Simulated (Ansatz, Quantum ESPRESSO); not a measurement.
# Evanescent states of C, diamond type, lattice constant set to 3.516 Å, part 2 of 3

Wanted: the complex band structure of C, diamond type, lattice constant set to 3.516 Å, as for a tunnel barrier.

Quantum ESPRESSO 7.5; plane-wave DFT, LDA, GBRV ultrasoft pseudopotentials; cross-check by Ansatz 0.2.0 with PAW datasets.

So far. Step 2 (SCF with pw.x): The run needed 7 iterations to bring the estimated error under 1e-09 Ry.

**3. Complex bands with pwcond.x**

Level of this step: complex band structure by pwcond; plane-wave DFT, LDA, GBRV ultrasoft pseudopotentials (Quantum ESPRESSO).

ikind = 0 solves one period of the crystal for all kz, real and complex, at each energy and k across. ewind and epsproj trim the two-dimensional plane-wave basis; nz1 sets the subslabs.

cbs.in

```
&inputcond
  outdir = './out'
  prefixl = 'scf'
  band_file = 'cbs'
  ikind = 0
  ewind = 4.0
  epsproj = 1e-05
  nz1 = 7
  energy0 = 7.44
  denergy = -0.24
/
4
  0.00000000 0.00000000 1.00000000
  0.50000000 0.00000000 1.00000000
  0.50000000 0.50000000 1.00000000
  0.25000000 0.00000000 1.00000000
40
```

Launch:

```console
OMP_NUM_THREADS=1 mpirun -n 2 pwcond.x -in cbs.in > cbs.out
```

The log of the run:

```text
[banner, memory and clock lines left out]
Program PWCOND v.7.5 starts

          URL

     ./out/scf.save/

     IMPORTANT: XC functional enforced from input :
     Exchange-correlation= PZ
                           (   1   1   0   0   0   0   0)
     Any further DFT definition will be discarded
     Please, verify this is what you really want

     Reading collected, re-writing distributed wavefunctions

===== INPUT FILE containing the left lead =====

     GEOMETRY:

     lattice parameter (alat)  =       4.6982  a.u.
     the volume                =     146.6605 (a.u.)^3
     the cross section         =      22.0732 (a.u.)^2
     l of the unit cell        =       1.4142 (alat)
     number of atoms/cell      =            4
     number of atomic types    =            1

     crystal axes: (cart. coord. in units of alat)
               a(1) = (  1.0000  0.0000  0.0000 )
               a(2) = (  0.0000  1.0000  0.0000 )
               a(3) = (  0.0000  0.0000  1.4142 )

   Cartesian axes

     site n.     atom                  positions (alat units)
          1        C      tau(  1)=(  0.0000  0.0000  1.4142  )
          2        C      tau(  2)=(  0.5000  0.0000  0.3536  )
          3        C      tau(  3)=(  0.5000  0.5000  0.7071  )
          4        C      tau(  4)=(  0.0000  0.5000  1.0607  )

     nr1s                      =           20
     nr2s                      =           20
     nr3s                      =           27
     nr1sx                     =           20
     nr2sx                     =           20
     nr3sx                     =           27
     nr1                       =           24
     nr2                       =           24
     nr3                       =           30
     nr1x                      =           24
     nr2x                      =           24
     nr3x                      =           30

 _______________________________
  Radii of nonlocal spheres:

     type       ibeta     ang. mom.          radius (alat units)
       C          1         0                    0.2804
       C          2         0                    0.2804
       C          3         1                    0.2804
       C          4         1                    0.2804
----- General information -----

----- Complex band structure calculation -----

     nrx                       =           20
     nry                       =           20
     nz1                       =            7

     energy0               =         7.4E+00
     denergy               =        -2.4E-01
     nenergy               =         40
     ecut2d                =         4.0E+01
     ewind                 =         4.0E+00
     epsproj               =         1.0E-05

     number of k_|| points=    4
                       cryst. coord.
        k(    1) = (   0.0000000   0.0000000), wk =   0.2500000
        k(    2) = (   0.5000000   0.0000000), wk =   0.2500000
        k(    3) = (   0.5000000   0.5000000), wk =   0.2500000
        k(    4) = (   0.2500000   0.0000000), wk =   0.2500000
----- Information about left lead -----

     nocros                   =            8
     noins                    =           24
     norb                     =           40
     norbf                    =           40
     nrz                      =           27

      iorb      type   ibeta   ang. mom.   m       position (alat)
        1        1       1        0        1   taunew(   1)=(  0.0000  0.0000  0.0000)
        2        1       2        0        1   taunew(   2)=(  0.0000  0.0000  0.0000)
        3        1       3        1        1   taunew(   3)=(  0.0000  0.0000  0.0000)
        4        1       3        1        2   taunew(   4)=(  0.0000  0.0000  0.0000)
        5        1       3        1        3   taunew(   5)=(  0.0000  0.0000  0.0000)
        6        1       4        1        1   taunew(   6)=(  0.0000  0.0000  0.0000)
        7        1       4        1        2   taunew(   7)=(  0.0000  0.0000  0.0000)
        8        1       4        1        3   taunew(   8)=(  0.0000  0.0000  0.0000)
        9        1       1        0        1   taunew(   9)=(  0.5000  0.0000  0.3536)
       10        1       2        0        1   taunew(  10)=(  0.5000  0.0000  0.3536)
       11        1       3        1        1   taunew(  11)=(  0.5000  0.0000  0.3536)
       12        1       3        1        2   taunew(  12)=(  0.5000  0.0000  0.3536)
       13        1       3        1        3   taunew(  13)=(  0.5000  0.0000  0.3536)
       14        1       4        1        1   taunew(  14)=(  0.5000  0.0000  0.3536)
       15        1       4        1        2   taunew(  15)=(  0.5000  0.0000  0.3536)
       16        1       4        1        3   taunew(  16)=(  0.5000  0.0000  0.3536)
       17        1       1        0        1   taunew(  17)=(  0.5000  0.5000  0.7071)
       18        1       2        0        1   taunew(  18)=(  0.5000  0.5000  0.7071)
       19        1       3        1        1   taunew(  19)=(  0.5000  0.5000  0.7071)
       20        1       3        1        2   taunew(  20)=(  0.5000  0.5000  0.7071)
       21        1       3        1        3   taunew(  21)=(  0.5000  0.5000  0.7071)
       22        1       4        1        1   taunew(  22)=(  0.5000  0.5000  0.7071)
       23        1       4        1        2   taunew(  23)=(  0.5000  0.5000  0.7071)
       24        1       4        1        3   taunew(  24)=(  0.5000  0.5000  0.7071)
       25        1       1        0        1   taunew(  25)=(  0.0000  0.5000  1.0607)
       26        1       2        0        1   taunew(  26)=(  0.0000  0.5000  1.0607)
       27        1       3        1        1   taunew(  27)=(  0.0000  0.5000  1.0607)
       28        1       3        1        2   taunew(  28)=(  0.0000  0.5000  1.0607)
       29        1       3        1        3   taunew(  29)=(  0.0000  0.5000  1.0607)
       30        1       4        1        1   taunew(  30)=(  0.0000  0.5000  1.0607)
       31        1       4        1        2   taunew(  31)=(  0.0000  0.5000  1.0607)
       32        1       4        1        3   taunew(  32)=(  0.0000  0.5000  1.0607)
       33        1       1        0        1   taunew(  33)=(  0.0000  0.0000  1.4142)
       34        1       2        0        1   taunew(  34)=(  0.0000  0.0000  1.4142)
       35        1       3        1        1   taunew(  35)=(  0.0000  0.0000  1.4142)
       36        1       3        1        2   taunew(  36)=(  0.0000  0.0000  1.4142)
       37        1       3        1        3   taunew(  37)=(  0.0000  0.0000  1.4142)
       38        1       4        1        1   taunew(  38)=(  0.0000  0.0000  1.4142)
       39        1       4        1        2   taunew(  39)=(  0.0000  0.0000  1.4142)
       40        1       4        1        3   taunew(  40)=(  0.0000  0.0000  1.4142)
    k slab    z(k)  z(k+1)     crossing(iorb=1,norb)
    1   0.0000 0.0524 0.0524   1111111100000000000000000000000000000000
    2   0.0524 0.1048 0.0524   1111111111111111000000000000000000000000
    3   0.1048 0.1571 0.0524   1111111111111111000000000000000000000000
    4   0.1571 0.2095 0.0524   1111111111111111000000000000000000000000
    5   0.2095 0.2619 0.0524   1111111111111111000000000000000000000000
    6   0.2619 0.3143 0.0524   1111111111111111000000000000000000000000
    7   0.3143 0.3666 0.0524   0000000011111111000000000000000000000000
    8   0.3666 0.4190 0.0524   0000000011111111000000000000000000000000
    9   0.4190 0.4714 0.0524   0000000011111111111111110000000000000000
   10   0.4714 0.5238 0.0524   0000000011111111111111110000000000000000
   11   0.5238 0.5762 0.0524   0000000011111111111111110000000000000000
   12   0.5762 0.6285 0.0524   0000000011111111111111110000000000000000
   13   0.6285 0.6809 0.0524   0000000011111111111111110000000000000000
   14   0.6809 0.7333 0.0524   0000000000000000111111110000000000000000
   15   0.7333 0.7857 0.0524   0000000000000000111111111111111100000000
   16   0.7857 0.8381 0.0524   0000000000000000111111111111111100000000
   17   0.8381 0.8904 0.0524   0000000000000000111111111111111100000000
   18   0.8904 0.9428 0.0524   0000000000000000111111111111111100000000
   19   0.9428 0.9952 0.0524   0000000000000000111111111111111100000000
   20   0.9952 1.0476 0.0524   0000000000000000000000001111111100000000
   21   1.0476 1.0999 0.0524   0000000000000000000000001111111100000000
   22   1.0999 1.1523 0.0524   0000000000000000000000001111111111111111
   23   1.1523 1.2047 0.0524   0000000000000000000000001111111111111111
   24   1.2047 1.2571 0.0524   0000000000000000000000001111111111111111
   25   1.2571 1.3095 0.0524   0000000000000000000000001111111111111111
   26   1.3095 1.3618 0.0524   0000000000000000000000001111111111111111
   27   1.3618 1.4142 0.0524   0000000000000000000000000000000011111111
 ngper, shell number =           69          13
 ngper, n2d =           69          58
---  E-Ef =    7.4400000  k =    0.0000000   0.0000000
---  ie =          1  ik =          1
 Nchannels of the left tip =            3
 Right moving states:
   k1(2pi/a)   k2(2pi/a)   E-Ef (eV)
   0.2120088  -0.0000000   7.4400000
   0.2123814  -0.0000000   7.4400000
   0.3040013   0.0000000   7.4400000
 Left moving states:
   k1(2pi/a)   k2(2pi/a)   E-Ef (eV)
  -0.2120088  -0.0000000   7.4400000
  -0.2123814  -0.0000000   7.4400000
  -0.3040013   0.0000000   7.4400000

---  E-Ef =    7.2000000  k =    0.0000000   0.0000000
---  ie =          2  ik =          1
 Nchannels of the left tip =            3
 Right moving states:
   k1(2pi/a)   k2(2pi/a)   E-Ef (eV)
   0.1941574  -0.0000000   7.2000000
   0.1945436  -0.0000000   7.2000000
   0.2848582   0.0000000   7.2000000
 Left moving states:
   k1(2pi/a)   k2(2pi/a)   E-Ef (eV)
  -0.1941574  -0.0000000   7.2000000
  -0.1945436  -0.0000000   7.2000000
  -0.2848582   0.0000000   7.2000000
[... further energies and points left out ...]
---  E-Ef =   -1.6800000  k =    0.2500000   0.0000000
---  ie =         39  ik =          4
 Nchannels of the left tip =            1
 Right moving states:
   k1(2pi/a)   k2(2pi/a)   E-Ef (eV)
  -0.2297444   0.0000000  -1.6800000
 Left moving states:
   k1(2pi/a)   k2(2pi/a)   E-Ef (eV)
   0.2297444   0.0000000  -1.6800000

---  E-Ef =   -1.9200000  k =    0.2500000   0.0000000
---  ie =         40  ik =          4
 Nchannels of the left tip =            3
 Right moving states:
   k1(2pi/a)   k2(2pi/a)   E-Ef (eV)
   0.2125236  -0.0000000  -1.9200000
  -0.2642524   0.0000000  -1.9200000
  -0.3354355  -0.0000000  -1.9200000
 Left moving states:
   k1(2pi/a)   k2(2pi/a)   E-Ef (eV)
  -0.2125236  -0.0000000  -1.9200000
   0.2642524   0.0000000  -1.9200000
   0.3354355   0.0000000  -1.9200000

Note: The following floating-point exceptions are signalling: IEEE_UNDERFLOW_FLAG IEEE_DENORMAL
Note: The following floating-point exceptions are signalling: IEEE_UNDERFLOW_FLAG IEEE_DENORMAL
```

Run time: 12 s. Hardware: 2 MPI ranks of AMD EPYC 9R45, shared host; peak memory 0.11 GiB.

Read from the output:

| Item | Value |
| --- | --- |
| peak of the smallest κ at the zone centre | 0.309 Å⁻¹ |
| energy of the peak at the zone centre | 2.64 eV |
| peak of the smallest κ at (1/4, 0) | 0.539 Å⁻¹ |

K across = (0, 0) in the cell's reciprocal vectors; values within 0.0025 1/Å of each other count once, columns are sorted by size at each energy, a dash where no further value was kept. The Im kz of the slowest decaying states by energy, zero at the highest filled level of the SCF mesh:

```csv
energy (eV),decay 1 (Å⁻¹),decay 2 (Å⁻¹),decay 3 (Å⁻¹)
-1.92,1.55,2.38,2.77
-1.20,1.46,2.34,2.74
-0.48,1.36,2.30,2.71
0.00,0.011,0.036,1.29
0.24,0.13,0.189,1.25
0.96,0.24,0.364,1.14
1.68,0.288,0.469,1.01
2.40,0.308,0.546,0.859
3.12,0.306,0.605,0.675
3.84,0.285,0.401,0.65
4.56,0.239,0.686,2.02
5.28,0.151,0.712,1.97
6.00,0.37,0.731,1.93
6.72,0.595,0.743,1.89
7.44,0.713,0.748,1.84
```

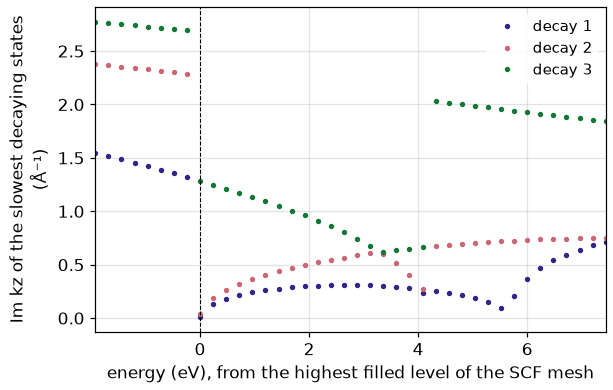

Im kz of the slowest decaying states against energy.

K across = (0, 0) in the cell's reciprocal vectors. Table of Re kz of states that move upwards by energy, zero at the highest filled level of the SCF mesh:

```csv
energy (eV),channel 1 (Å⁻¹),channel 2 (Å⁻¹),channel 3 (Å⁻¹)
-1.92,-0.555,-0.466,-0.465
-1.20,-0.430,-0.342,-0.342
-0.48,-0.265,-0.201,-0.200
0.00,-0.0115,-,-
0.24,-,-,-
0.96,-,-,-
1.68,-,-,-
2.40,-,-,-
3.12,-,-,-
3.84,-,-,-
4.56,-0.873,-0.109,-
5.28,-0.431,0.144,-
6.00,0.148,0.150,0.307
6.72,0.279,0.279,0.435
7.44,0.379,0.380,0.543
```

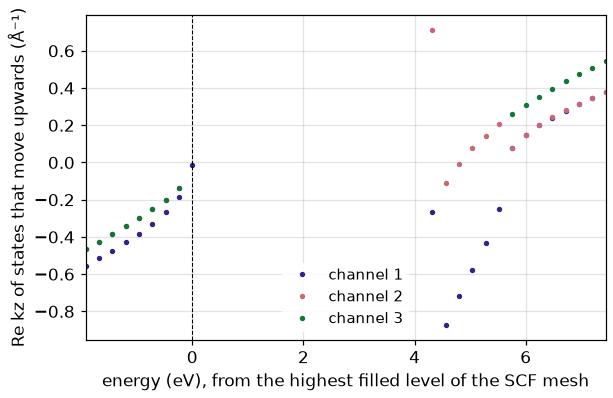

Re kz of states that move upwards, plotted against energy.

K across = (1/2, 0) in the cell's reciprocal vectors; values within 0.0025 1/Å of each other count once, columns are sorted by size at each energy, a dash where no further value was kept. Im kz of the slowest decaying states against energy, zero at the highest filled level of the SCF mesh:

```csv
energy (eV),decay 1 (Å⁻¹),decay 2 (Å⁻¹),decay 3 (Å⁻¹)
-1.92,0.294,0.772,2.02
-1.20,0.375,0.868,1.94
-0.48,0.433,0.913,1.86
0.00,0.463,0.928,1.81
0.24,0.476,0.932,1.78
0.96,0.509,0.935,1.70
1.68,0.534,0.925,1.62
2.40,0.551,0.906,1.53
3.12,0.56,0.878,1.43
3.84,0.563,0.842,1.33
4.56,0.558,0.797,1.22
5.28,0.545,0.742,1.10
6.00,0.522,0.675,0.969
6.72,0.486,0.59,0.808
7.44,0.431,0.477,0.587
```

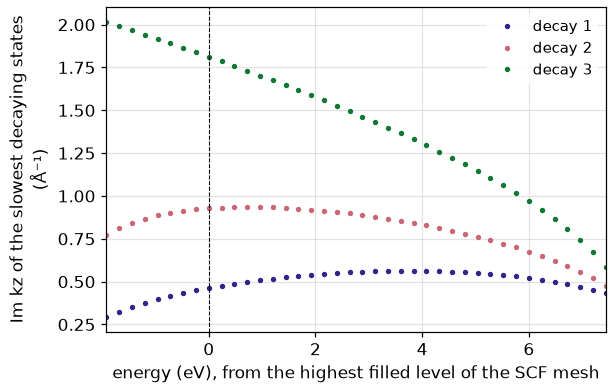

Im kz of the slowest decaying states against energy.

K across = (1/2, 1/2) in the cell's reciprocal vectors; values within 0.0025 1/Å of each other count once, columns are sorted by size at each energy, a dash where no further value was kept. The Im kz of the slowest decaying states by energy, zero at the highest filled level of the SCF mesh:

```csv
energy (eV),decay 1 (Å⁻¹),decay 2 (Å⁻¹),decay 3 (Å⁻¹)
-1.92,0.53,2.94,3.15
-1.20,0.529,2.91,3.13
-0.48,0.521,2.87,3.10
0.00,0.511,2.85,3.08
0.24,0.504,2.84,3.07
0.96,0.48,2.8,3.04
1.68,0.447,2.76,3.02
2.40,0.405,2.73,2.99
3.12,0.349,2.69,2.96
3.84,0.272,2.65,2.93
4.56,0.143,2.61,2.90
5.28,2.57,2.87,-
6.00,2.53,2.84,-
6.72,2.48,2.81,-
7.44,2.44,2.78,-
```

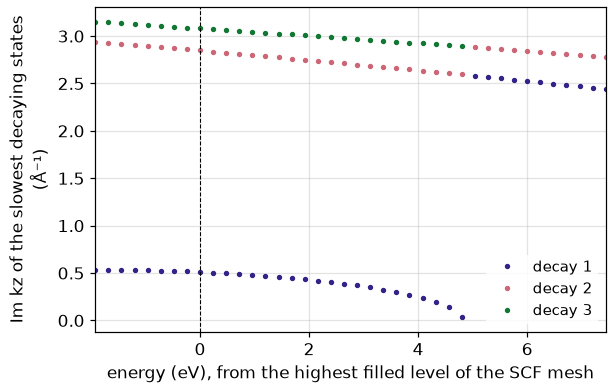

Im kz of the slowest decaying states against energy.

K across = (1/4, 0) in the cell's reciprocal vectors; values within 0.0025 1/Å of each other count once, columns are sorted by size at each energy, a dash where no further value was kept. Table of Im kz of the slowest decaying states by energy, zero at the highest filled level of the SCF mesh:

```csv
energy (eV),decay 1 (Å⁻¹),decay 2 (Å⁻¹),decay 3 (Å⁻¹)
-1.92,1.70,1.84,2.30
-1.20,0.242,1.61,1.79
-0.48,0.216,0.346,1.52
0.00,0.333,0.394,1.46
0.24,0.372,0.414,1.43
0.96,0.456,0.463,1.33
1.68,0.498,0.506,1.23
2.40,0.522,0.533,1.12
3.12,0.536,0.542,1.00
3.84,0.533,0.541,0.863
4.56,0.503,0.537,0.693
5.28,0.446,0.521,1.28
6.00,0.35,0.493,1.23
6.72,0.148,0.448,1.18
7.44,0.373,1.14,1.17
```

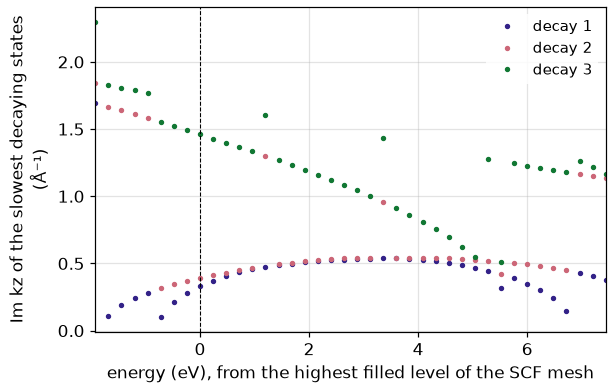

Im kz of the slowest decaying states, plotted against energy.

The program's own clock; routines nest. Time by routine:

```csv
routine,wall time (s),calls
PWCOND,11.24,1
scatter_forw,6.33,160
compbs,4.47,160
compbs_2,4.26,160
init,0.33,1
local,0.09,4
poten,0.08,1
```

[end of part 2 of 3]

[Logs are printed without paths, hosts, clocks, repeated set-up lines and the standing remarks that a program may print on its own settings, such as how far it seeks lower states.]

[Hosts, paths, dates, database ids (printed as entryN), source tags and the programs' standing remarks are cut or masked in the printed files.]

[Maps of the electrostatic potential energy from Ansatz leave out the sawtooth potential of an applied field or a dipole correction, so their vacuum need not be flat; planar profiles and work functions include it.]
